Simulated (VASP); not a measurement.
Band structure of BaGaSnH (space group P3m1). These are PBEsol GGA, VASP's PBE PAW potentials (set 64) (plane waves; VASP) values and carry that method's errors.

Unless said otherwise, spin-orbit coupling is left out, though it shifts the bands of the heavy elements here.

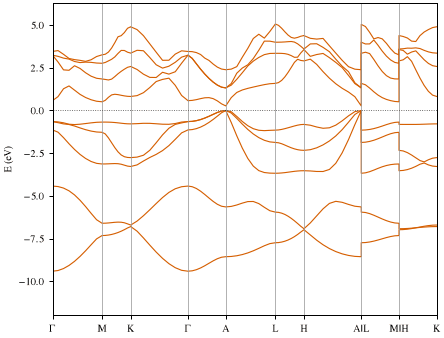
*Bands along high-symmetry lines, zero at the valence-band maximum or, without a gap, the Fermi level*

Task: Read the plot: is there a gap, and where are the band edges?

Result: The gap is direct, 0.27 eV, from the valence maximum at A to the conduction minimum at A. (Edges off the drawn lines would not show.)

The structure comes from a computed database's BaGaSnH entry (P3m1); how it stands against other phases isn't given here. It was relaxed first, which changed the volume by -7 %.
